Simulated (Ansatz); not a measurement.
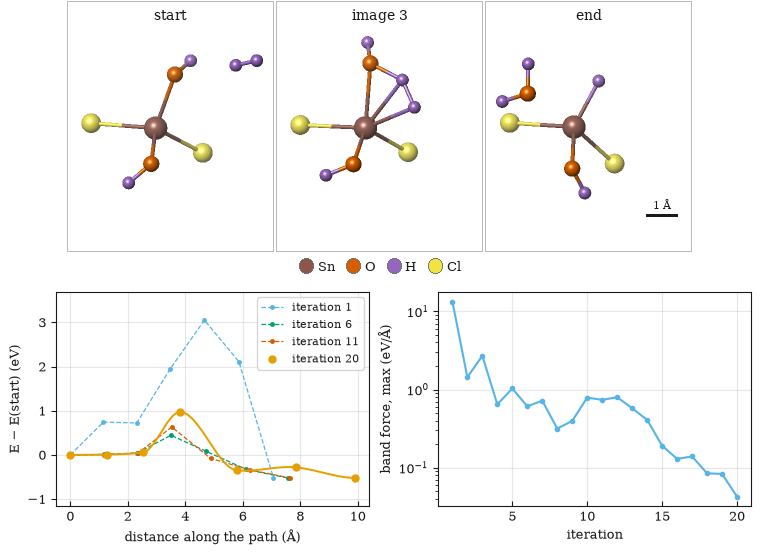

A nudged-elastic-band calculation for SnH₄O₂Cl₂, made up at the start of SnH2O2Cl2 and H₂. Images are numbered from 0 (start) to 6 (end). The plot follows the band through its iterations. Style: ball-and-stick. Shown from a free direction.

Theory: RKS PBE/def2-SVP in Ansatz. Set-up: 5 movable images; climbing image; force threshold 0.05 eV/Å; iteration limit 60; spring constant 0.1 eV/Å²; starting path through a guess of the saddle point.

**Did the band converge, and can the barrier be trusted?**

The run is converged, with reservations. The band converged in 20 iterations. The largest component of the band force went from 13 to 0.043 eV/Å. The climbing image converged on the top of the path. Its curvatures weren't checked. The spring constant is far from the usual few eV/Å², which spoils the spacing or the steps. The first iteration put the highest image at 3.05 eV. Forward barrier 0.97 eV, backward barrier 1.49 eV, with image 3 at the top; the reaction energy is −0.52 eV. The profile has 2 maxima (images 3, 5) with a dip at image 4 (−0.35 eV), so the process runs in steps.

Limits of the set-up: the start holds two separate molecules, 2.5 Å apart at their closest, whose relative position is a soft coordinate and is computed without a dispersion correction.

The run took 100 s on 4 threads of Arm Neoverse V2 (shared host), peak memory 0.17 GiB.
